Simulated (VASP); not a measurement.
Band structure of Si2Ni (space group Fm-3m). All values below come from PBE GGA, VASP's PBE PAW potentials (set 64) (plane waves; VASP 6.6.1).

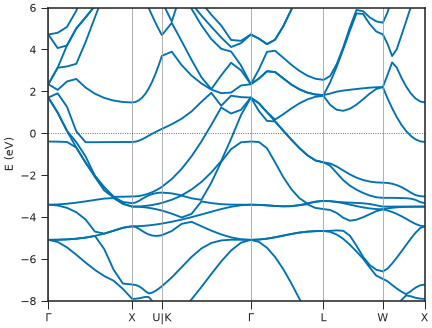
Fig. 1. Bands along high-symmetry lines, zero at the valence-band maximum or, without a gap, the Fermi level

### Question
Read the plot: is there a gap, and where are the band edges?

### Answer
It has no gap at this level: it comes out as a metal or semimetal.

The structure comes from a computed database's Si2Ni entry; how it stands against other phases isn't given here. The cell was not relaxed at this level. The run is one of a series of settings (NBANDS = 15 against the base run), some of them coarse on purpose. The run is not spin-polarised, so no magnetic state was tried.
